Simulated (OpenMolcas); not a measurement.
**SiO (SMILES O=[Si]): mPW1PW91/def2-SVP (Cholesky decomposition)**

Aim: the vertical singlet–triplet gap of SiO at mPW1PW91/def2-SVP (Cholesky decomposition), from 2 runs. 

The results are computed with OpenMolcas 26.06.

## (1) Starting point

The species is SiO (2 atoms), meant as a singlet with charge 0. As SMILES, `O=[Si]`. The shape is that of a PBE0-D4/def2-TZVP optimisation.

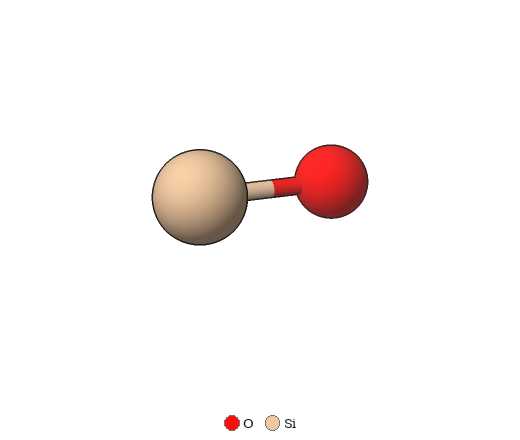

Viewed from a chosen angle; oxygen red, silicon light orange.

## (2) A single-point energy at mPW1PW91/def2-SVP (Cholesky decomposition)

The input, geom.xyz:

```xyz
2

O     -0.640700     0.231500    -0.324000
Si     0.640700    -0.231500     0.324000
```

The input, job.inp:

```
&GATEWAY
  BasLib=$CurrDir
  Coord=geom.xyz
  Basis=def2-SVP
  Group=NoSym

&SEWARD
  Medium

&SCF
  KSDFT=HYB_GGA_XC_MPW1PW
  PrOrbitals=0
```

The basis set def2-SVP is read from a file made from the Basis Set Exchange's data (not shown).

On the command line:

```
$ export MOLCAS_MEM=1860
$ pymolcas job.inp > job.log
```

Log:

```text
--- Start Module: gateway ---
[...]
--- Stop Module: gateway /rc=_RC_ALL_IS_WELL_ ---
--- Start Module: seward ---
[...]
      Basis functions           32
--- Stop Module: seward /rc=_RC_ALL_IS_WELL_ ---
--- Start Module: scf ---
[...]
       Convergence after  11 Iterations
[...]
::    Total KS-DFT energy                            -364.5447900350
[...]
      Total spin, S                                     0.0000000000
[...]
      Total electronic charge=   22.000000
      Total            charge=   -0.000000
[...]
      Dipole Moment (debye):
      Origin of the operator (angstrom)=    0.1746   -0.0631    0.0883
                   X=  2.2712E+00               Y= -8.2064E-01               Z=  1.1485E+00           Total=  2.6741E+00
      Quadrupole Moment (debye*angstrom):
[...]
--- Stop Module: scf /rc=_RC_ALL_IS_WELL_ ---
[...]
```

Run time: 2.2 s. Hardware: 1 thread of Arm Neoverse V1, shared host; peak memory 0.094 GiB.

## (3) The triplet at the same level

geom.xyz is that of step 2.

The input, job.input:

```
&GATEWAY
  BasLib
  $CurrDir
  Coord
  geom.xyz
  Basis
  def2-SVP
  Group
  NoSym

&SEWARD
  Medium

&SCF
  UHF
  Spin
  3
  KSDFT
  HYB_GGA_XC_MPW1PW
  PrOrbitals
  0
```

The basis set def2-SVP is read from a file made from the Basis Set Exchange's data (not shown).

On the command line:

```
$ export MOLCAS_MEM=1860
$ pymolcas job.input > job.log
```

Log:

```text
--- Start Module: gateway ---
[...]
--- Stop Module: gateway /rc=_RC_ALL_IS_WELL_ ---
--- Start Module: seward ---
[...]
      Basis functions           32
--- Stop Module: seward /rc=_RC_ALL_IS_WELL_ ---
--- Start Module: scf ---
[...]
       Convergence after  22 Iterations
[...]
::    Total KS-DFT energy                            -364.3931188505
[...]
      Total spin, S                                     1.0024056596
[...]
      Total electronic charge=   22.000000
      Total            charge=   -0.000000
[...]
      Dipole Moment (debye):
      Origin of the operator (angstrom)=    0.1746   -0.0631    0.0883
                   X=  2.3413E+00               Y= -8.4597E-01               Z=  1.1840E+00           Total=  2.7567E+00
      Quadrupole Moment (debye*angstrom):
[...]
--- Stop Module: scf /rc=_RC_ALL_IS_WELL_ ---
[...]
```

It took 3.9 s on 1 thread of Arm Neoverse V1, shared host; peak memory 0.094 GiB.

## (4) What came out

At mPW1PW91/def2-SVP (Cholesky decomposition):

| quantity | value |
| --- | --- |
| singlet: total energy | -364.54479 Eh |
| singlet: dipole moment | 2.67 D |
| singlet: HOMO energy | -8.72 eV |
| singlet: LUMO energy | -1.69 eV |
| singlet: HOMO–LUMO gap | 7.02 eV |
| triplet: total energy | -364.39312 Eh |
| triplet: dipole moment | 2.76 D |
| triplet: HOMO energy (highest over α and β) | -4.62 eV |
| triplet: ⟨S²⟩ | 2.007 |
| vertical energy of the triplet above the singlet | 4.127 eV |

What this shows: At this shape the triplet lies 4.13 eV (398 kJ/mol) above the singlet.
